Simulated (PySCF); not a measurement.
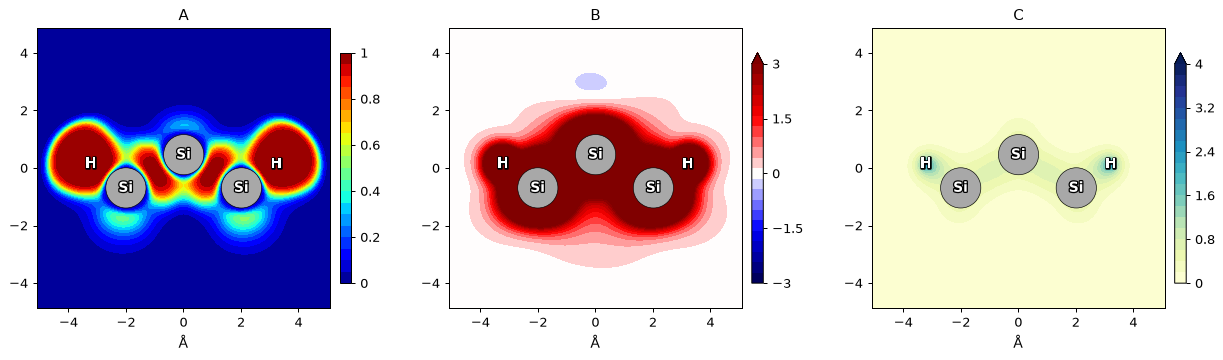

FH$_{9}$OSi$_{4}$ (SMILES F[SiH2]O[SiH]([SiH3])[SiH3]): 3 fields on the plane of atoms Si4, Si6 and H15, with unlabelled colour scales. Grey discs cover the atomic cores.

Geometry: GFN2-xTB.

Method: wB97X-D/def2-SVPD, SCF density, gas phase in PySCF.

Question: Which field does each panel show? The fields are: electron density, electron localisation function and electrostatic potential.

Answer: Panel A: electron localisation function. Panel B: electrostatic potential (strongly positive close to the atoms and fading to about zero outside). Panel C: electron density. From the grid: Si–Si (2.32 Å): ρ is about 0.68 e/Å³ halfway; the ELF peaks at about 1 between the atoms (a shared electron pair). Si–H (1.47 Å): ρ at the midpoint is about 0.77 e/Å³; the ELF climbs to about 1 towards the hydrogen, as it does in any bond to H.
